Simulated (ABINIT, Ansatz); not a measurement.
**Tl2S (Fm-3m): zone-centre phonons**

Wanted: the vibrations of Tl2S (Fm-3m) at Γ, by two programs.

Calculated with ABINIT 10.8.3; DFT LDA, scalar-relativistic, plane waves, HGH norm-conserving pseudopotentials.

The structure was built from a prototype and need not be the compound's stable phase.

## Step 1: Set-up

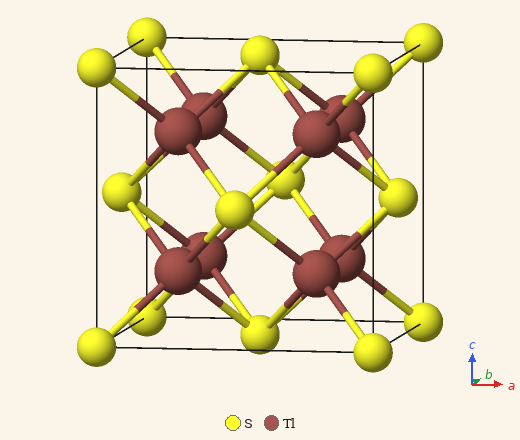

Start, viewed slightly off an axis; sulfur yellow, thallium brown. This picture shows the conventional cell, with its axes. Some periodic images of atoms are drawn too.

## Step 2: Relaxation

The harmonic expansion needs vanishing forces, and a free crystal bears no stress, so cell and atoms are brought to rest. Stress is more sensitive to the basis than forces are: the last 3 Ha under the cutoff are smoothed with ecutsm, and the cutoff is raised above that of the later runs.

The starting cell comes from a relaxation made beforehand in Ansatz (LDA, PseudoDojo NC).

The input, relax.abi:

```
# relaxation
ionmov 2
optcell 2
dilatmx 1.08
ntime 40
tolmxf 1.0d-05
tolvrs 1.0d-14
prtwf 0
prtden 0
chksymtnons 0

# basis, mesh and filling
ecut 31.0
ecutsm 3.0
ixc 7
ngkpt 8 8 8
nshiftk 1
shiftk 0.0 0.0 0.0
istwfk *1
occopt 7
tsmear 0.001
nband 12
nstep 100
diemac 9.0
prtebands 0
prtgsr 0

# cell and atoms
acell 9.39192867 9.39192867 9.39192867
rprim 
    0.0 0.7071067812 0.7071067812
    0.7071067812 0.0 0.7071067812
    0.7071067812 0.7071067812 0.0
ntypat 2
znucl 16 81
natom 3
typat 1 2 2
xred 
    0.0 0.0 0.0
    0.25 0.25 0.25
    0.75 0.75 0.75
pp_dirpath "./pseudo"
pseudos "S.hgh, Tl.hgh"
```

Launch:

```bash
$ OMP_NUM_THREADS=1 mpirun -n 4 abinit relax.abi > relax.log
```

Numbers of over 12 decimals in the logs are rounded to 6 here.

relax.abo, the main output file:

```text
[banners, grids, parts of the stress and lines that vanish by symmetry left out]
- input  file    -> relax.abi
- output file    -> relax.abo
- root for input  files -> relaxi
[...]
Symmetries : space group Fm -3 m (#225); Bravais cF (face-center cubic)
[...]
mpw =        6116          nfft =      157464          nkpt =          29
[...]
== DATASET  1 ==================================================================
[...]
cutoff_energies: {ecut:  31.0, pawecutdg:  -1.0, }
[...]
Exchange-correlation functional for the present dataset will be:
  LDA: Perdew-Wang 92 LSD fit to Ceperley-Alder data - ixc=7
[...]
ETOT  1  -14.534106405733    -1.453E+01 1.413E-02 5.815E+02
 ETOT  2  -14.547910939550    -1.380E-02 1.648E-03 4.145E+02
 ETOT  3  -14.592246561806    -4.434E-02 6.763E-04 1.256E+01
 ETOT  4  -14.593004794792    -7.582E-04 1.401E-04 2.797E-01
 ETOT  5  -14.593012960491    -8.166E-06 9.540E-05 1.841E-02
[...]
At SCF step   11       vres2   =  1.16E-15 < tolvrs=  1.00E-14 =>converged.
[...]
sigma(1 1)=  5.88627500E-05  sigma(3 2)=  0.00000000E+00
  sigma(2 2)=  5.88627500E-05  sigma(3 1)=  0.00000000E+00
  sigma(3 3)=  5.88627500E-05  sigma(2 1)=  0.00000000E+00
[...]
convergence: {deltae:  1.751E-12, res2:  1.164E-15, residm:  1.361E-06, diffor: null, }
etotal    :  -1.45930142E+01
[...]
ETOT  1  -14.592987237183    -1.459E+01 2.376E-02 2.159E+00
[...]
At SCF step    9       vres2   =  4.26E-15 < tolvrs=  1.00E-14 =>converged.
[...]
sigma(1 1)=  5.38908684E-05  sigma(3 2)=  0.00000000E+00
  sigma(2 2)=  5.38908684E-05  sigma(3 1)=  0.00000000E+00
  sigma(3 3)=  5.38908684E-05  sigma(2 1)=  0.00000000E+00
[...]
convergence: {deltae: -7.940E-13, res2:  4.257E-15, residm:  1.085E-06, diffor: null, }
etotal    :  -1.45931889E+01
[...]
ETOT  1  -14.576731876446    -1.458E+01 9.569E-01 1.957E+02
[...]
At SCF step   11       vres2   =  9.22E-17 < tolvrs=  1.00E-14 =>converged.
[...]
sigma(1 1)= -4.99020487E-06  sigma(3 2)=  0.00000000E+00
  sigma(2 2)= -4.99020487E-06  sigma(3 1)=  0.00000000E+00
  sigma(3 3)= -4.99020487E-06  sigma(2 1)=  0.00000000E+00
[...]
convergence: {deltae:  1.261E-13, res2:  9.215E-17, residm:  7.797E-02, diffor: null, }
etotal    :  -1.45939916E+01
[...]
ETOT  1  -14.593866637597    -1.459E+01 3.394E-05 1.443E+00
[...]
At SCF step    9       vres2   =  1.04E-15 < tolvrs=  1.00E-14 =>converged.
[...]
sigma(1 1)=  3.46219154E-07  sigma(3 2)=  0.00000000E+00
  sigma(2 2)=  3.46219154E-07  sigma(3 1)=  0.00000000E+00
  sigma(3 3)=  3.46219154E-07  sigma(2 1)=  0.00000000E+00
[...]
convergence: {deltae:  4.796E-13, res2:  1.041E-15, residm:  1.065E-06, diffor: null, }
etotal    :  -1.45939972E+01
[...]
ETOT  1  -14.593996728917    -1.459E+01 1.722E-06 6.069E-03
[...]
ETOT  7  -14.593997277209     7.816E-14 1.150E-07 2.731E-14
 ETOT  8  -14.593997277209     2.736E-13 1.295E-07 2.013E-16
 At SCF step    8       vres2   =  2.01E-16 < tolvrs=  1.00E-14 =>converged.
[...]
sigma(1 1)=  1.89273136E-09  sigma(3 2)=  0.00000000E+00
  sigma(2 2)=  1.89273136E-09  sigma(3 1)=  0.00000000E+00
  sigma(3 3)=  1.89273136E-09  sigma(2 1)=  0.00000000E+00
[...]
convergence: {deltae:  2.736E-13, res2:  2.013E-16, residm:  1.295E-07, diffor: null, }
etotal    :  -1.45939973E+01
[...]
At Broyd/MD step   5, gradients are converged :
[...]
sigma(1 1)=  1.89273136E-09  sigma(3 2)=  0.00000000E+00
  sigma(2 2)=  1.89273136E-09  sigma(3 1)=  0.00000000E+00
  sigma(3 3)=  1.89273136E-09  sigma(2 1)=  0.00000000E+00
[...]
- sigma(1 1)=  5.56860792E-05  sigma(3 2)=  0.00000000E+00
- sigma(2 2)=  5.56860792E-05  sigma(3 1)=  0.00000000E+00
- sigma(3 3)=  5.56860792E-05  sigma(2 1)=  0.00000000E+00
[...]
fcart     -0.0000000000E+00 -0.0000000000E+00 -0.0000000000E+00
           strten      1.8927313610E-09  1.8927313610E-09  1.8927313610E-09
================================================================================

[key lines of the parts left out:]
pressure_GPa:  -5.5686E-05
Total energy (etotal) [Ha]= -1.45939972772088E+01
```

Wall time 100 s (4 MPI ranks of Arm Neoverse V1, shared host); 6.6 min of CPU time.

Step by step:

```
step  energy less that of the first step (eV)  largest force (eV/Å)  volume (Å³)
   1                                   0.0000                0.0000        86.81
   2                                  -0.0048                0.0000        86.35
   3                                  -0.0266                0.0000        81.76
   4                                  -0.0268                0.0000        82.12
   5                                  -0.0268                0.0000        82.10
```

```
conventional cell, symmetrised  before  after  change
                         a (Å)   7.029  6.899  -1.8 %
                         b (Å)   7.029  6.899  -1.8 %
                         c (Å)   7.029  6.899  -1.8 %
              volume (Å³/atom)   28.94  27.37  -5.4 %
```

Final coordinates:

```xyz
3
Lattice="0.0000 3.4496 3.4496 3.4496 0.0000 3.4496 3.4496 3.4496 0.0000" Properties=species:S:1:pos:R:3 pbc="T T T"
S     0.0000    0.0000    0.0000
Tl    1.7248    1.7248    1.7248
Tl    5.1744    5.1744    5.1744
```

This step gave:

```yaml
volume_per_atom: 27.37 Å³
pressure: -5.57e-5 GPa
gap_on_the_k_mesh: 0.02640 eV
```

The volume changes by -5.4 % from the cell with which this run began.

## Step 3: Ground state

First-order wavefunctions inherit every error of the ground state, hence the very tight tolvrs. Occupations are smeared.

The input, gs.abi:

```
# ground state
tolvrs 1.0d-16
prtden 1
prtwf 1

# basis, mesh and filling
ecut 24.0
ixc 7
ngkpt 8 8 8
nshiftk 1
shiftk 0.0 0.0 0.0
istwfk *1
occopt 7
tsmear 0.001
nband 12
nstep 100
diemac 9.0
prtebands 0
prtgsr 0

# cell and atoms
acell 9.218965779 9.218965779 9.218965779
rprim 
    0.0 0.7071067812 0.7071067812
    0.7071067812 0.0 0.7071067812
    0.7071067812 0.7071067812 0.0
ntypat 2
znucl 16 81
natom 3
typat 1 2 2
xred 
    0.0 0.0 0.0
    0.25 0.25 0.25
    0.75 0.75 0.75
pp_dirpath "./pseudo"
pseudos "S.hgh, Tl.hgh"
```

Launch:

```bash
$ OMP_NUM_THREADS=1 mpirun -n 4 abinit gs.abi > gs.log
```

gs.abo, the main output file:

```text
[banners, grids, parts of the stress and lines that vanish by symmetry left out]
- input  file    -> gs.abi
- output file    -> gs.abo
- root for input  files -> gsi
[...]
Symmetries : space group Fm -3 m (#225); Bravais cF (face-center cubic)
[...]
mpw =        3138          nfft =       91125          nkpt =          29
[...]
== DATASET  1 ==================================================================
[...]
cutoff_energies: {ecut:  24.0, pawecutdg:  -1.0, }
[...]
Exchange-correlation functional for the present dataset will be:
  LDA: Perdew-Wang 92 LSD fit to Ceperley-Alder data - ixc=7
[...]
ETOT  1  -14.540259250466    -1.454E+01 1.715E-02 3.162E+02
 ETOT  2  -14.557506899247    -1.725E-02 4.040E-04 1.962E+02
 ETOT  3  -14.592287999761    -3.478E-02 5.920E-04 7.252E+00
 ETOT  4  -14.593046607810    -7.586E-04 3.683E-05 1.392E-01
 ETOT  5  -14.593054838507    -8.231E-06 1.451E-05 9.139E-03
[...]
ETOT 11  -14.593055926598    -7.780E-13 8.731E-06 1.317E-16
 ETOT 12  -14.593055926598     2.203E-13 5.146E-06 2.072E-18
 At SCF step   12       vres2   =  2.07E-18 < tolvrs=  1.00E-16 =>converged.
[...]
sigma(1 1)=  7.68181965E-06  sigma(3 2)=  0.00000000E+00
  sigma(2 2)=  7.68181965E-06  sigma(3 1)=  0.00000000E+00
  sigma(3 3)=  7.68181965E-06  sigma(2 1)=  0.00000000E+00
[...]
convergence: {deltae:  2.203E-13, res2:  2.072E-18, residm:  5.146E-06, diffor: null, }
etotal    :  -1.45930559E+01
[...]
sigma(1 1)=  7.68181965E-06  sigma(3 2)=  0.00000000E+00
  sigma(2 2)=  7.68181965E-06  sigma(3 1)=  0.00000000E+00
  sigma(3 3)=  7.68181965E-06  sigma(2 1)=  0.00000000E+00
[...]
- sigma(1 1)=  2.26006937E-01  sigma(3 2)=  0.00000000E+00
- sigma(2 2)=  2.26006937E-01  sigma(3 1)=  0.00000000E+00
- sigma(3 3)=  2.26006937E-01  sigma(2 1)=  0.00000000E+00
[...]
fcart     -0.0000000000E+00 -0.0000000000E+00 -0.0000000000E+00
           strten      7.6818196504E-06  7.6818196504E-06  7.6818196504E-06
================================================================================

[key lines of the parts left out:]
pressure_GPa:  -2.2601E-01
```

It took 15 s on 4 MPI ranks; 60 s of CPU time.

Numbers from this step:

* pressure: -0.2260 GPa

The cell stands at -0.23 GPa: the relaxation ran with a smoothed and higher cutoff, and the difference is a stress of the finite basis.

## Step 4: Zone-centre response

At q = 0 one unit cell holds all displacements. The response is solved for single atoms along the cell's directions, and symmetry skips those that follow from others. The crystal is treated as a metal, which screens a static field, so no field response is asked.

The input, dfpt_gamma.abi:

```

# common to the responses
getwfk_filepath "gso_WFK"
kptopt 2
nqpt 1
qpt 0.0 0.0 0.0
asr 0
chneut 0

# displacements
rfphon 1
rfatpol 1 3
rfdir 1 1 1
tolvrs 1.0d-10
prtwf 0

# basis, mesh and filling
ecut 24.0
ixc 7
ngkpt 8 8 8
nshiftk 1
shiftk 0.0 0.0 0.0
istwfk *1
occopt 7
tsmear 0.001
nband 12
nstep 100
diemac 9.0
prtebands 0
prtgsr 0

# cell and atoms
acell 9.218965779 9.218965779 9.218965779
rprim 
    0.0 0.7071067812 0.7071067812
    0.7071067812 0.0 0.7071067812
    0.7071067812 0.7071067812 0.0
ntypat 2
znucl 16 81
natom 3
typat 1 2 2
xred 
    0.0 0.0 0.0
    0.25 0.25 0.25
    0.75 0.75 0.75
pp_dirpath "./pseudo"
pseudos "S.hgh, Tl.hgh"
```

Launch:

```bash
$ OMP_NUM_THREADS=1 mpirun -n 4 abinit dfpt_gamma.abi > dfpt_gamma.log
```

dfpt_gamma.abo, the main output file:

```text
[banners, grids, parts of the stress and lines that vanish by symmetry left out]
- input  file    -> dfpt_gamma.abi
- output file    -> dfpt_gamma.abo
- root for input  files -> dfpt_gammai
- root for output files -> dfpt_gammao

 Symmetries : space group Fm -3 m (#225); Bravais cF (face-center cubic)
================================================================================
 Values of the parameters that define the memory need of the present run (RF).
     intxc =       0      iscf =       7    lmnmax =       6     lnmax =       6
     mgfft =      45  mpssoang =       3    mqgrid =    3001     natom =       3
  nloc_mem =       1    nspden =       1   nspinor =       1    nsppol =       1
      nsym =      48    n1xccc =       0    ntypat =       2    occopt =       7
   xclevel =       1
-    mband =          12        mffmem =           1         mkmem =          65
-   mkqmem =          65        mk1mem =          65           mpw =        3138
      nfft =       91125          nkpt =         260
- my_mband =          12
================================================================================
================================================================================

--------------------------------------------------------------------------------
------------- Echo of variables that govern the present computation ------------
--------------------------------------------------------------------------------
-
- outvars: echo of selected default values
-   iomode0 =  0 , fftalg0 =312 , wfoptalg0 =  0
-
- outvars: echo of global parameters not present in the input file
-  max_nthreads =    1
-
 -outvars: echo values of preprocessed input variables
 [... echo left out ...]
================================================================================

 chkinp: Checking input parameters for consistency.

[...]
== DATASET  1 ==================================================================
-   mpi_nproc: 4, omp_nthreads: 1 (-1 if OMP is not activated)

--- !DatasetInfo
iteration_state: {dtset: 1, }
dimensions: {natom: 3, nkpt: 260, mband: 12, nsppol: 1, nspinor: 1, nspden: 1, mpw: 3138, }
cutoff_energies: {ecut:  24.0, pawecutdg:  -1.0, }
electrons: {nelect:   1.20000000E+01, charge:   0.00000000E+00, occopt:   7.00000000E+00, tsmear:   1.00000000E-03, }
meta: {optdriver: 1, rfphon: 1, }
...

 mkfilename: getwfk from: gso_WFK

 Exchange-correlation functional for the present dataset will be:
  LDA: Perdew-Wang 92 LSD fit to Ceperley-Alder data - ixc=7
 Citation for XC functional:
  J.P.Perdew and Y.Wang, PRB 45, 13244 (1992)

 Real(R)+Recip(G) space primitive vectors, cartesian coordinates (Bohr,Bohr^-1):
 R(1)=  0.0000000  6.5187932  6.5187932  G(1)= -0.0767013  0.0767013  0.0767013
 R(2)=  6.5187932  0.0000000  6.5187932  G(2)=  0.0767013 -0.0767013  0.0767013
 R(3)=  6.5187932  6.5187932  0.0000000  G(3)=  0.0767013  0.0767013 -0.0767013
 Unit cell volume ucvol=  5.5402787E+02 bohr^3
 Angles (23,13,12)=  6.00000000E+01  6.00000000E+01  6.00000000E+01 degrees
 setup1 : take into account q-point for computing boxcut.

 getcut: wavevector=  0.0000  0.0000  0.0000  ngfft=  45  45  45
         ecut(hartree)=     24.000   => boxcut(ratio)=   2.16421

--- Pseudopotential description ------------------------------------------------
- pspini: atom type   1  psp file is ./pseudo/S.hgh

- pspini: atom type   2  psp file is ./pseudo/Tl.hgh

   5.07704332E+01                                ecore*ucvol(ha*bohr**3)
--------------------------------------------------------------------------------

 ==>  initialize data related to q vector <==

 The list of irreducible perturbations for this q vector is:
    1)    idir= 1    ipert=   1
    2)    idir= 1    ipert=   2

[...]
The perturbation idir=   2  ipert=   1 is
 symmetric of a previously calculated perturbation.
 So, its SCF calculation is not needed.

 The perturbation idir=   3  ipert=   1 is
 symmetric of a previously calculated perturbation.
 So, its SCF calculation is not needed.

 The perturbation idir=   2  ipert=   2 is
 symmetric of a previously calculated perturbation.
 So, its SCF calculation is not needed.

 The perturbation idir=   3  ipert=   2 is
 symmetric of a previously calculated perturbation.
 So, its SCF calculation is not needed.

 The perturbation idir=   1  ipert=   3 is
 symmetric of a previously calculated perturbation.
 So, its SCF calculation is not needed.

 The perturbation idir=   2  ipert=   3 is
 symmetric of a previously calculated perturbation.
 So, its SCF calculation is not needed.

 The perturbation idir=   3  ipert=   3 is
 symmetric of a previously calculated perturbation.
 So, its SCF calculation is not needed.

--------------------------------------------------------------------------------
 Perturbation wavevector (in red.coord.)   0.000000  0.000000  0.000000
 Perturbation : displacement of atom   1   along direction   1
 Found     4 symmetries that leave the perturbation invariant.

[...]
dfpt_looppert : total number of electrons, from k and k+q
  fully or partially occupied states are    1.200000E+01 and    1.200000E+01.
 Initialisation of the first-order wave-functions :
  ireadwf=   0

--- !BeginCycle
iteration_state: {dtset: 1, }
solver: {iscf: 7, nstep: 100, nline: 4, wfoptalg: 0, }
tolerances: {tolvrs: 1.00E-10, }
...

     iter   2DEtotal(Ha)        deltaE(Ha) residm    vres2
-ETOT  1   306.44505917635     -2.485E+02 3.343E+00 1.024E+06
 ETOT  2   36.105660384306     -2.703E+02 9.035E-01 7.185E+04
 ETOT  3   2.341522     -3.376E+01 2.856E-02 2.481E+03
 ETOT  4   1.746949     -5.946E-01 1.353E-03 1.442E+01
 ETOT  5   1.744868     -2.082E-03 9.043E-05 1.748E-01
[...]
At SCF step   11       vres2   =  4.74E-13 < tolvrs=  1.00E-10 =>converged.
[...]
Mean square residual over all n,k,spin=   90.637E-14; max=  70.747E-11

 Thirteen components of 2nd-order total energy (hartree) are
 1,2,3: 0th-order hamiltonian combined with 1st-order wavefunctions
     kin0=   6.18690783E+02 eigvalue=   7.65581498E+00  local=  -6.07435858E+02
 4,5,6: 1st-order hamiltonian combined with 1st and 0th-order wfs
 loc psp =  -6.10244076E+01  Hartree=   1.63066719E+02     xc=  -5.21268148E+01
 note that "loc psp" includes a xc core correction that could be resolved
 7,8,9: eventually, occupation + non-local contributions
    edocc=   2.42047384E+01     enl0=   3.99139759E+02   enl1=  -1.04536588E+03
 1-9 gives the relaxation energy (to be shifted if some occ is /=2.0)
   erelax=  -5.53195142E+02
 10,11,12 Non-relaxation  contributions : frozen-wavefunctions and Ewald
 fr.local=   6.94152579E+00 fr.nonlo=   5.24865896E+02  Ewald=   2.31325711E+01
 13,14 Frozen wf xc core corrections (1) and (2)
 frxc 1  =   0.00000000E+00  frxc 2 =   0.00000000E+00
 Resulting in :
 2DEtotal=    0.1744850990E+01 Ha. Also 2DEtotal=    0.474798142359E+02 eV
    (2DErelax=   -5.5319514182E+02 Ha. 2DEnonrelax=    5.5493999281E+02 Ha)
    (  non-var. 2DEtotal :    1.7448509846E+00 Ha)

[...]
Perturbation wavevector (in red.coord.)   0.000000  0.000000  0.000000
 Perturbation : displacement of atom   2   along direction   1
 Found     2 symmetries that leave the perturbation invariant.

--------------------------------------------------------------------------------

--------------------------------------------------------------------------------

 dfpt_looppert : total number of electrons, from k and k+q
  fully or partially occupied states are    1.200000E+01 and    1.200000E+01.
 Initialisation of the first-order wave-functions :
  ireadwf=   0

--- !BeginCycle
iteration_state: {dtset: 1, }
solver: {iscf: 7, nstep: 100, nline: 4, wfoptalg: 0, }
tolerances: {tolvrs: 1.00E-10, }
...

     iter   2DEtotal(Ha)        deltaE(Ha) residm    vres2
-ETOT  1   7.144009     -3.699E+01 1.376E+00 2.448E+04
[...]
ETOT 10   1.791151     -2.457E-11 9.736E-09 2.319E-10
 ETOT 11   1.791151      2.061E-13 3.246E-09 4.085E-12

 At SCF step   11       vres2   =  4.09E-12 < tolvrs=  1.00E-10 =>converged.
[...]
Mean square residual over all n,k,spin=   22.292E-13; max=  32.463E-10

 Thirteen components of 2nd-order total energy (hartree) are
 1,2,3: 0th-order hamiltonian combined with 1st-order wavefunctions
     kin0=   4.92593829E+01 eigvalue=   9.35208083E-01  local=  -2.64651915E+01
 4,5,6: 1st-order hamiltonian combined with 1st and 0th-order wfs
 loc psp =   2.55003846E+00  Hartree=   7.71931553E+00     xc=  -5.30498181E+00
 note that "loc psp" includes a xc core correction that could be resolved
 7,8,9: eventually, occupation + non-local contributions
    edocc=   6.60750879E+00     enl0=   9.58892162E+00   enl1=  -8.72303658E+01
 1-9 gives the relaxation energy (to be shifted if some occ is /=2.0)
   erelax=  -4.23401637E+01
 10,11,12 Non-relaxation  contributions : frozen-wavefunctions and Ewald
 fr.local=  -1.57382794E+01 fr.nonlo=   4.25201657E+01  Ewald=   1.73494283E+01
 13,14 Frozen wf xc core corrections (1) and (2)
 frxc 1  =   0.00000000E+00  frxc 2 =   0.00000000E+00
 Resulting in :
 2DEtotal=    0.1791150868E+01 Ha. Also 2DEtotal=    0.487396980904E+02 eV
    (2DErelax=   -4.2340163650E+01 Ha. 2DEnonrelax=    4.4131314518E+01 Ha)
    (  non-var. 2DEtotal :    1.7911508406E+00 Ha)

[...]
---- first-order wavefunction calculations are completed ----

 ==> Compute Derivative Database <==

 [... matrices left out ...]
  Phonon wavevector (reduced coordinates) :  0.00000  0.00000  0.00000
 Phonon energies in Hartree :
   5.829302E-06  5.829302E-06  5.829303E-06  2.926063E-04  2.926063E-04
   2.926063E-04  6.153938E-04  6.153938E-04  6.153938E-04
 Phonon frequencies in cm-1    :
-  1.279384E+00  1.279384E+00  1.279384E+00  6.421967E+01  6.421967E+01
-  6.421967E+01  1.350633E+02  1.350633E+02  1.350633E+02

== END DATASET(S) ==============================================================
================================================================================

 -outvars: echo values of variables after computation
            acell      9.2189657790E+00  9.2189657790E+00  9.2189657790E+00 Bohr
           etotal      1.7911508679E+00
            fcart      0.0000000000E+00  0.0000000000E+00  0.0000000000E+00
           strten      0.0000000000E+00  0.0000000000E+00  0.0000000000E+00
================================================================================
```

It took 1.7 min on 4 MPI ranks; 7 min of CPU time.

This step gave:

* largest acoustic frequency at the zone centre before the sum rule: 1.28 cm⁻¹
* highest optical zone-centre mode (no LO-TO term): 135.1 cm⁻¹
* lowest optical zone-centre mode: 64.22 cm⁻¹

The acoustic modes at Γ come out as far as 1.3 cm⁻¹ from zero, where they should vanish, a small numerical error.

(Continued in part 2 of 3.)

[Host names and launcher messages were left out of these logs when they were recorded.]

[Logs are printed without paths, hosts, clocks, repeated set-up lines and the standing remarks that a program may print on its own settings, such as how far it seeks lower states.]

[Hosts, paths, dates, database ids (printed as entryN), source tags and the programs' standing remarks are cut or masked in the printed files.]
